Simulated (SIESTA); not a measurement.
Band structure of Cr3Ge (Pm-3n, 8 atoms in the cell).

```
CELL_PARAMETERS angstrom
      4.54985     0.00000     0.00000
      0.00000     4.54985     0.00000
      0.00000     0.00000     4.54985
ATOMIC_POSITIONS crystal
  Cr 0.25000 0.00000 0.50000
  Cr 0.75000 0.00000 0.50000
  Cr 0.50000 0.75000 0.00000
  Cr 0.50000 0.25000 0.00000
  Cr 0.00000 0.50000 0.75000
  Cr 0.00000 0.50000 0.25000
  Ge 0.00000 0.00000 0.00000
  Ge 0.50000 0.50000 0.50000
```

Level of theory: GGA PBEsol, numerical atomic orbitals TZP, PseudoDojo PBEsol standard norm-conserving potentials (rewritten from UPF to PSML) run with SIESTA 5.4.2.

Settings: XC.functional = GGA; XC.authors = PBEsol; potentials = PseudoDojo PBEsol standard; PAO.BasisSize = TZP; PAO.EnergyShift = 0.01 Ry; MeshCutoff = 300 Ry; kgrid.MonkhorstPack = 5 5 5; OccupationFunction = MP; OccupationMPOrder = 0; ElectronicTemperature = 0.272 eV; MaxSCFIterations = 150; SCF.Mixer.Method = Pulay; SCF.Mixer.Weight = 0.25; SCF.Mixer.History = 6.

The starting cell comes from a database of computed structures (which also holds hypothetical and non-ambient phases and stackings), without a prior relaxation at this level. Its lattice was rescaled by a random factor within 2.5 % of one. Spin polarisation is off. Values carry the incompleteness of an atom-centred basis.

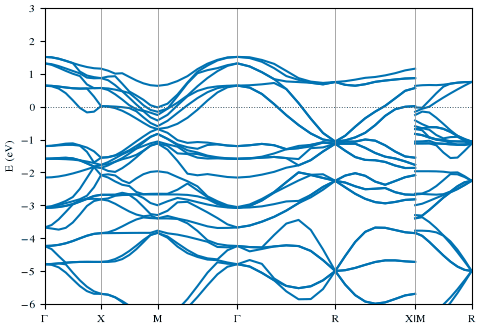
Figure. Bands along the path, energies from the Fermi level.

Levels in eV from the Fermi level, bands 53 to 58:
| point | 53 | 54 | 55 | 56 | 57 | 58 |
|---|---|---|---|---|---|---|
| Γ | -1.20 | -1.20 | 0.64 | 0.64 | 0.64 | 1.32 |
| X | -1.55 | -1.55 | 0.02 | 0.02 | 0.57 | 0.57 |
| M | -0.83 | -0.68 | -0.68 | -0.59 | -0.42 | -0.25 |
| R | -1.13 | -1.13 | -1.06 | -1.06 | -1.06 | -1.06 |

Bands cross the Fermi level along this path, so the cell is metallic at this level.

Higher empty bands are left out: an atom-centred basis made for the valence describes them poorly.
